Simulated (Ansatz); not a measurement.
Fields on a plane of TiSi2 (C54 type, space group Fddd)

```
TiSi2
1.0
    0.00000     4.09011     4.24993
    2.38008     0.00000     4.24993
    2.38008     4.09011     0.00000
Si Ti
4 2
Direct
  0.66372   0.33628   0.66372
  0.33628   0.66372   0.33628
  0.58628   0.91372   0.58628
  0.91372   0.58628   0.91372
  0.00000   0.00000   0.00000
  0.25000   0.25000   0.25000
```

The slice is a (0 1 -1) plane (indices of the conventional cell) through the point (0.336, 0.664, 0.336) (fractional), spanned by u = [1 -1 -1] and v = [100] in vectors of this cell: u (4.76 Å) and v (5.90 Å, at 90° to u). It covers one period; positions are fractions (u, v).

Atoms on it: Si at (0.00, 0.00); Si at (0.75, 0.50). Other atoms lie within 1 Å of the plane.

These are PBEsol (plane waves to 420 eV, PAW, scalar-relativistic; Ansatz, a first-principles code) values and carry that method's errors. k mesh 13×13×13. These are valence fields of a PAW run, semicore shells included where kept as valence: close to a nucleus they are smooth pseudo fields. TiSi2 is run without spin polarisation. TiSi2 was relaxed with its symmetry unable to fall.

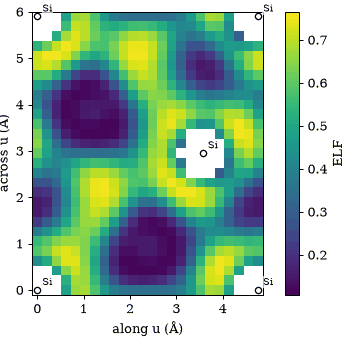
Figure. Electron localisation function (ELF), one period of the plane, atoms marked. Points within 0.5 Å of a nucleus are left white, as the pseudised field means little there.

```tsv
v \ u	0.00	0.13	0.26	0.39	0.52	0.65	0.78	0.91
0.93	-0.7	-0.4	-0.5	-0.6	-0.5	-0.7	-0.6	-0.5
0.86	-0.4	-0.4	-0.6	-0.5	-0.5	-0.7	-0.7	-0.5
0.79	-0.6	-0.6	-0.6	-0.5	-0.5	-0.7	-0.8	-0.7
0.71	-0.7	-0.6	-0.4	-0.5	-0.5	-0.6	-0.6	-0.7
0.64	-0.6	-0.6	-0.4	-0.6	-0.5	-0.4	-0.4	-0.5
0.57	-0.5	-0.6	-0.6	-0.7	-0.5	-0.4	-0.6	-0.4
0.50	-0.5	-0.7	-0.6	-0.7	-0.5	-0.6	-1.2	-0.4
0.43	-0.6	-0.6	-0.5	-0.6	-0.5	-0.4	-0.6	-0.5
0.36	-0.7	-0.6	-0.5	-0.5	-0.5	-0.4	-0.4	-0.6
0.29	-0.8	-0.6	-0.4	-0.5	-0.6	-0.6	-0.6	-0.8
0.21	-0.6	-0.5	-0.5	-0.5	-0.5	-0.7	-0.7	-0.7
0.14	-0.4	-0.4	-0.5	-0.5	-0.4	-0.7	-0.6	-0.4
0.07	-0.7	-0.4	-0.6	-0.6	-0.6	-0.7	-0.5	-0.5
0.00	-1.4	-0.4	-0.6	-0.6	-0.6	-0.7	-0.5	-0.7
```

Values: log₁₀ of the valence density in e/Å³. The scale is logarithmic, as a density can span decades between atoms and voids.
